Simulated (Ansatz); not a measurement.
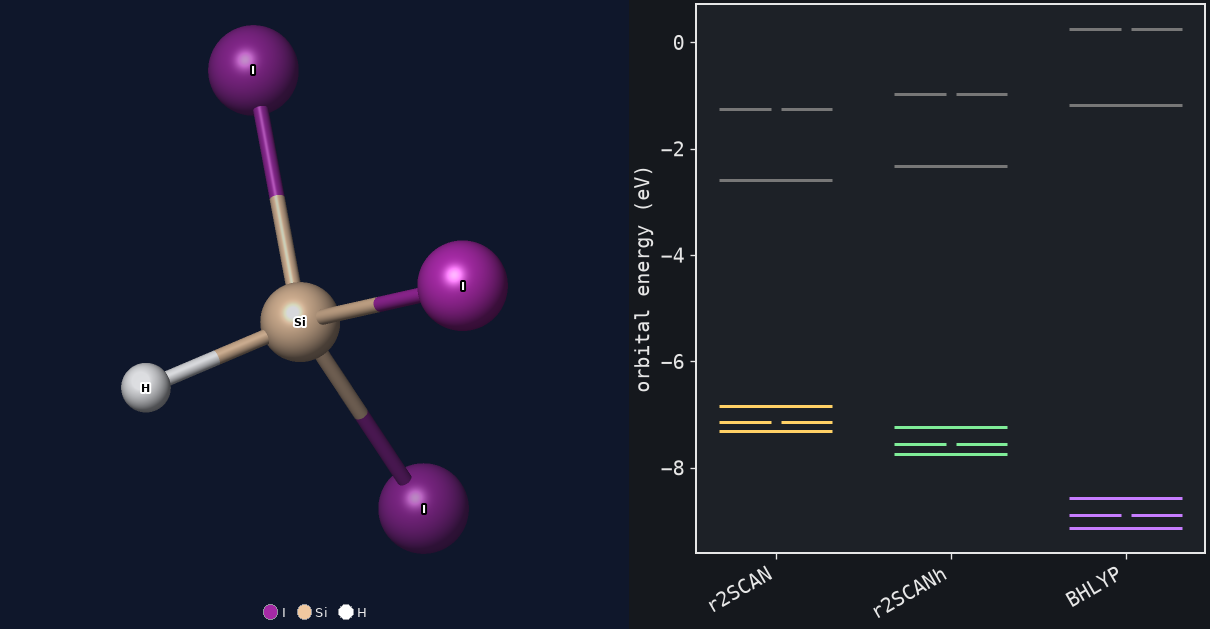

Frontier orbital energies of SiHI₃, SMILES I[SiH](I)I at one geometry, def2-TZVPP, the Ansatz code 0.2.0, at a PBE0-D4/def2-TZVP geometry (a minimum by its frequencies). Empty levels are grey, levels within 0.1 eV stand side by side; all columns show the same few orbitals around the gap.

Compare the HOMO-LUMO separations.

The separation grows from 4.24 eV (r2SCAN) to 7.39 eV (BHLYP).

```tsv
level	HOMO (eV)	LUMO (eV)	separation (eV)
r2SCAN	−6.84	−2.60	4.24
r2SCANh	−7.24	−2.33	4.91
BHLYP	−8.57	−1.18	7.39
```

Caveats, for all or some of the runs: core potentials past krypton; empty levels above zero depend strongly on the basis; spin-orbit coupling is left out, and with I it can shift these levels and split any degenerate set.
